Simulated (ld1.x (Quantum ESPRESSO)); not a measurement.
Fe: pseudopotential generation (part 2 of 2)

Continued. System: iron (Fe, Z = 26), core [Ne], reference valence 3s2 3p6 3d6 4s2 4p0, valence charge 16. Method: TM semilocal potential, PBEsol, scalar-relativistic, made with ld1.x (Quantum ESPRESSO) 7.5.

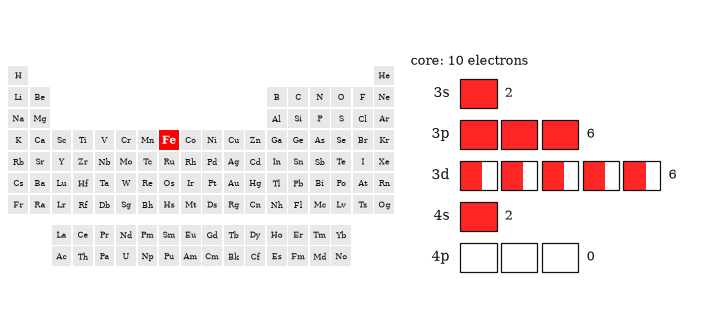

Left, the place of iron in the periodic table; right, the valence shells of the reference configuration: a box for each of the 2l + 1 orbitals, shaded by the share of the shell that is filled, with the electron count at the right.

## Output of the test run (extracts), continued
```
     ---------------------- Testing the pseudopotential ----------------------

     Fe
     scalar relativistic calculation

     atomic number is 26.00   valence charge is 16.00
     dft =PBESOL   lsd =0 sic =0 latt =0  beta=0.20 tr2=1.0E-14
     mesh =1191 r(mesh) = 101.18024 xmin = -7.00 dx = 0.01250

     n l     nl             e AE (Ry)        e PS (Ry)    De AE-PS (Ry)
     1 0     3S   1( 1.00)       -8.09598       -8.15125        0.05527  !
     2 1     3P   1( 6.00)       -5.59155       -5.63820        0.04665  !
     3 2     3D   1( 6.00)       -1.66116       -1.67557        0.01441  !
     2 0     4S   1( 2.00)       -1.04371       -1.08799        0.04428  !
     3 1     4P   1( 0.00)       -0.62796       -0.64449        0.01653  !

     eps = 8.6E-15  iter = 13

     Etot =   -2535.056796 Ry,   -1267.528398 Ha,  -34491.204816 eV
     Etotps =  -238.712883 Ry,    -119.356441 Ha,   -3247.854230 eV
     dEtot_ae =       7.469737 Ry
     dEtot_ps =       7.498538 Ry,   Delta E=      -0.028800 Ry

     Ekin =     121.811210 Ry,      60.905605 Ha,    1657.325947 eV
     Encl =    -485.829787 Ry,    -242.914894 Ha,   -6610.050997 eV
     Ehrt =     188.356717 Ry,      94.178358 Ha,    2562.723683 eV
     Ecxc =     -28.240756 Ry,     -14.120378 Ha,    -384.235055 eV
     (Ecc =      -2.821770 Ry,      -1.410885 Ha,     -38.392137 eV)
     Epseu=     -34.810267 Ry,     -17.405133 Ha,    -473.617807 eV

     ---------------------- End of pseudopotential test ----------------------

     ---------------------- Testing the pseudopotential ----------------------

     Fe
     scalar relativistic calculation

     atomic number is 26.00   valence charge is 16.00
     dft =PBESOL   lsd =0 sic =0 latt =0  beta=0.20 tr2=1.0E-14
     mesh =1191 r(mesh) = 101.18024 xmin = -7.00 dx = 0.01250

     n l     nl             e AE (Ry)        e PS (Ry)    De AE-PS (Ry)
     1 0     3S   1( 2.00)       -7.62792       -7.66387        0.03595  !
     2 1     3P   1( 6.00)       -5.14151       -5.17575        0.03424  !
     3 2     3D   1( 6.00)       -1.27821       -1.31122        0.03301  !
     2 0     4S   1( 0.00)       -0.96948       -1.02619        0.05671  !
     3 1     4P   1( 1.00)       -0.59325       -0.62301        0.02976  !

     eps = 4.9E-15  iter = 19

     Etot =   -2541.510683 Ry,   -1270.755342 Ha,  -34579.014423 eV
     Etotps =  -245.137540 Ry,    -122.568770 Ha,   -3335.266145 eV
     dEtot_ae =       1.015850 Ry
     dEtot_ps =       1.073880 Ry,   Delta E=      -0.058030 Ry

     Ekin =     116.617866 Ry,      58.308933 Ha,    1586.666898 eV
     Encl =    -495.016658 Ry,    -247.508329 Ha,   -6735.044742 eV
     Ehrt =     194.370920 Ry,      97.185460 Ha,    2644.551091 eV
     Ecxc =     -28.988407 Ry,     -14.494203 Ha,    -394.407369 eV
     (Ecc =      -2.821770 Ry,      -1.410885 Ha,     -38.392137 eV)
     Epseu=     -32.121261 Ry,     -16.060631 Ha,    -437.032022 eV

     ---------------------- End of pseudopotential test ----------------------
```

## Key numbers

- outcome: generated; the pseudo-atom misses its reference levels by up to 0.23 eV (4s, which has no pseudo-wave of its own)
- reference test: the pseudo-atom misses its own reference levels by up to 0.23 eV
- cutoffs needed: 160 Ry and 260 Ry (the cutoffs, on a coarse ladder, from which the occupation-weighted sum of valence levels, in a spherical-Bessel basis at the reference potential, stays within 10 and 1 mRy of its value at 400 Ry); ghost states and empty shells don't enter this sum
- ghost test: no ghost state below the valence levels in the p, d, s channels (spherical-Bessel basis up to 400 Ry, 20 bohr box)
- largest excitation error: -3049 meV (all-electron minus pseudo) for 3s2 3p6 3d4 4s0 4p0, out of 7 test configurations
- range over which the phases arctan(r u′/u) at the test radius agree within 0.05 rad (a looser test near the poles than one of phase shifts): s: up to about -0.4 Ry; p: over the whole range computed; d: up to about 1.4 Ry
- hardware: 1 CPU thread, shared host
- wall time: 1.4 s

## Remarks

An excitation error of 3049 meV in its own tests makes this a poorly transferable potential.
